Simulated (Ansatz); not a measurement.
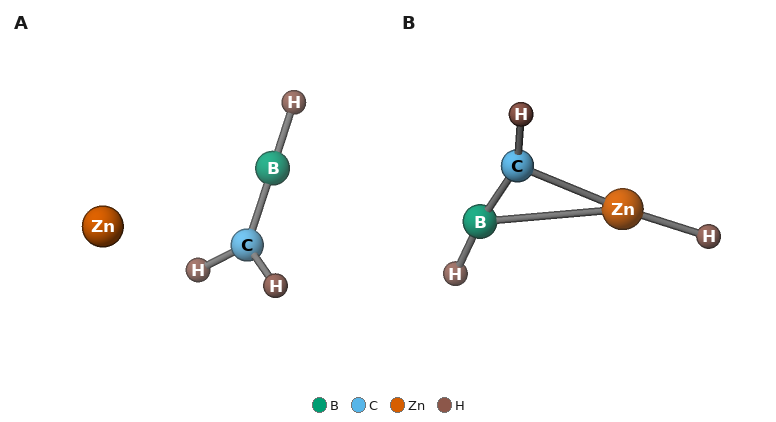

2 stationary structures of one formula. Geometries: PBE0-D4/def2-TZVP. Electronic energies: RHF-CCSD(T) (frozen core) with 3s3p of Cu, Zn/def2-TZVPP (Ansatz 0.2.0), without zero-point energy. No frequency run is at hand to confirm each as a minimum.

**Rank them by energy, lowest first.**

B is lowest (Cs); A lies 6.7 kcal/mol above it (Cs).
